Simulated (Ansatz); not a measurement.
# UHF/3-21G run of CH4FSi (SMILES [CH2][SiH2]F)

What is the vertical doublet–quartet gap of CH4FSi at UHF/3-21G? 

Program for the calculation: Ansatz 0.2.0.

59 further runs of the same task are left out: 1 that didn't finish, 58 set aside as unsound or not needed.

## Step 1: The system as given

CH4FSi has 7 atoms, charge 0, and is taken as a doublet. SMILES: `[CH2][SiH2]F`. The shape is that of a PBE0-D4/def2-TZVP optimisation. This is one conformer, not always the lowest.

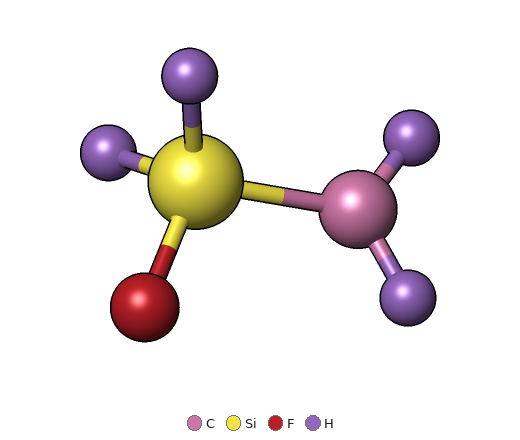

Viewed from a chosen angle; carbon pink, silicon yellow, fluorine red, hydrogen purple.

## Step 2: A single-point energy at UHF/3-21G

molecule.yaml reads:

```yaml
crystal:
  periodic: [false, false, false]
  atoms:
    - {symbol: C, position_ang: [-0.871900, 0.281100, -0.615800]}
    - {symbol: Si, position_ang: [0.588600, -0.157300, 0.392500]}
    - {symbol: F, position_ang: [0.652600, -1.749500, 0.550500]}
    - {symbol: H, position_ang: [-1.536000, -0.466000, -1.038500]}
    - {symbol: H, position_ang: [-1.136000, 1.310700, -0.837900]}
    - {symbol: H, position_ang: [0.509900, 0.430600, 1.755300]}
    - {symbol: H, position_ang: [1.854000, 0.282500, -0.251700]}
basis:
  gaussian: {orbitals: 3-21G.json}
output: {orbitals: {seedname: orbitals}}
accuracy: high
hamiltonian: {xc: hf}
magnetization: {spin_polarized: true, initial_magnetization: 1}
```

The basis set 3-21G is read from a file made from the Basis Set Exchange's data (not shown).

Launch:

```
ansatz run molecule.yaml --threads 1 --pin off --max-ram 3480MiB --events-out events.jsonl --progress --plain --runs-dir runs
```

The log of the run:

```text
Warning: RAYON_NUM_THREADS=1 ignored (pool sized by the plan → 1); use --threads N
Functional definition: HF
  name "HF"
  exchange = exact_x
  correlation = 0
873 factors; integrals over basis functions are off by at most 3.8e-9 eV
mean field evaluation 1: about -11598.2540 eV, gradient 1.8e1 eV
mean field evaluation 2: about -11598.2536 eV, gradient 1.8e1 eV
mean field evaluation 4: about -11599.9065 eV, gradient 1.6e0 eV
mean field evaluation 8: about -11599.9433 eV, gradient 1.1e-1 eV
mean field -11599.94354111 eV, -426.2900624116 hartree, gradient 2.6e-8 eV, S^2 0.761292; 0 other end points of the search recorded, 0 dependent functions left out
reference -11599.94354111 eV, -426.2900624116 hartree; 17, 16 occupied and 22, 23 virtual orbitals, 873 factors
Total energy: -11599.94354111 eV, -426.2900624116 hartree
```

It took 0.36 s on 1 thread of Arm Neoverse V2, shared host; peak memory 0.093 GiB.

## Step 3: The quartet, same level

molecule.yaml reads:

```yaml
crystal:
  periodic: [false, false, false]
  atoms:
    - symbol: C
      position_ang: [-0.871900, 0.281100, -0.615800]
    - symbol: Si
      position_ang: [0.588600, -0.157300, 0.392500]
    - symbol: F
      position_ang: [0.652600, -1.749500, 0.550500]
    - symbol: H
      position_ang: [-1.536000, -0.466000, -1.038500]
    - symbol: H
      position_ang: [-1.136000, 1.310700, -0.837900]
    - symbol: H
      position_ang: [0.509900, 0.430600, 1.755300]
    - symbol: H
      position_ang: [1.854000, 0.282500, -0.251700]
basis:
  gaussian:
    orbitals: 3-21G.json
magnetization:
  spin_polarized: true
  initial_magnetization: 3
hamiltonian:
  xc: hf
accuracy: high
output: {orbitals: {seedname: orbitals}}
```

The basis set 3-21G is read from a file made from the Basis Set Exchange's data (not shown).

Launch:

```
ansatz run molecule.yaml --threads 1 --pin off --max-ram 3480MiB --events-out events.jsonl --progress --plain --runs-dir runs
```

The log of the run, shortened:

```text
Warning: RAYON_NUM_THREADS=1 ignored (pool sized by the plan → 1); use --threads N
Functional definition: HF
  name "HF"
[...]
873 factors; integrals over basis functions are off by at most 3.8e-9 eV
[...]
mean field -11590.36897477 eV, -425.9382035887 hartree, gradient 1.8e-8 eV, S^2 3.767412; 7 other end points of the search recorded, 0 dependent functions left out
reference -11590.36897477 eV, -425.9382035887 hartree; 18, 15 occupied and 21, 24 virtual orbitals, 873 factors
Total energy: -11590.36897477 eV, -425.9382035887 hartree
```

It took 2.4 s on 1 thread of Arm Neoverse V2, shared host; peak memory 0.098 GiB.

## Step 4: What came out

Level: UHF/3-21G.

| quantity | value |
| --- | --- |
| doublet: total energy | -426.29006 Eh |
| doublet: HOMO energy (highest over α and β) | -10.80 eV |
| doublet: LUMO energy (lowest over α and β) | 2.58 eV |
| doublet: ⟨S²⟩ | 0.761 |
| quartet: total energy | -425.93820 Eh |
| quartet: HOMO energy (highest over α and β) | -3.36 eV |
| quartet: LUMO energy (lowest over α and β) | -2.60 eV |
| quartet: ⟨S²⟩ | 3.767 |
| vertical energy of the quartet above the doublet | 9.575 eV |

What this shows: At this shape the quartet lies 9.57 eV (924 kJ/mol) above the doublet.
